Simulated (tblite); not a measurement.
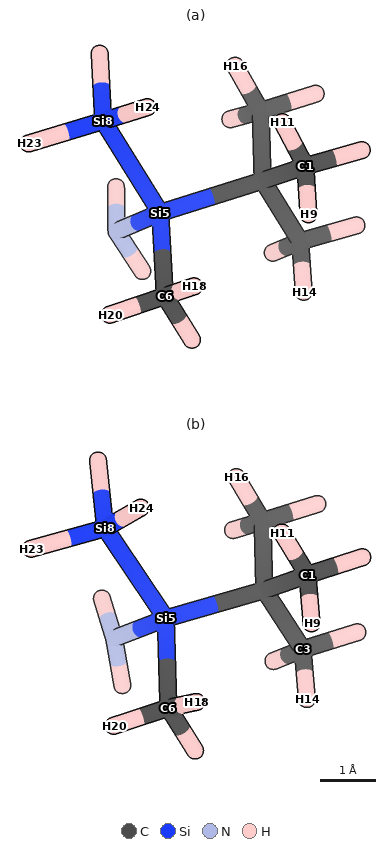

The structure of C$_{5}$H$_{17}$NSi$_{2}$ before (top) and after (bottom) a relaxation, at one scale.

A stick model, seen at a tilt.

These are results of GFN2-xTB geometry optimisation, gas phase (tblite), not measurements. 

### Describe what moved and what it gained.

The atom that moves furthest after the best rigid fit is an H atom (0.40 Å). By element the largest moves are H 0.40 Å, Si 0.12 Å, C 0.12 Å, N 0.10 Å. Near-neighbour distances that change, for instance: C–Si 2.032 → 1.943 Å, Si–Si 2.365 → 2.316 Å, C–Si 1.869 → 1.906 Å, N–Si 1.704 → 1.735 Å. Bond angles that change, for instance: Si–N–H 111.2° → 119.8°, C–Si–N 110.0° → 103.7°, N–Si–Si 113.0° → 106.7°. After 59 geometry steps the energy has fallen by 0.313 eV.
